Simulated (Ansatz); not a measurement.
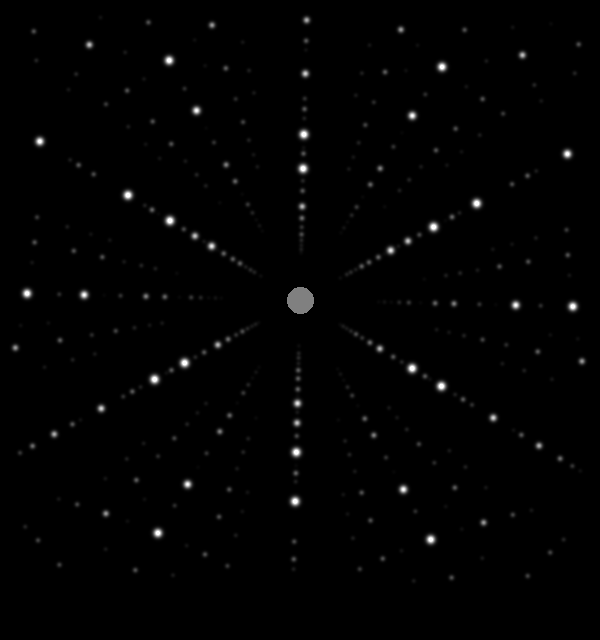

Simulated back-reflection Laue pattern (white X-rays, 0.45 to 2.2 Å, flat plate covering ±45° about the beam, kinematic intensities, seen from the source).

Q: Which symmetry elements lie along the beam?

A: 3m: a threefold axis with three mirror lines.

The crystal is As, space group R-3m (No. 166), a = 3.75 Å, c = 10.88 Å (hexagonal axes). Structure: the input geometry of an electronic-structure calculation (not necessarily at equilibrium).

Q: Which direction points towards the source?

A: [001] or one equivalent to it by a rotation of the Laue group. In Laue class -3m no other family of directions with a member of indices 0 and ±1 has this symmetry.
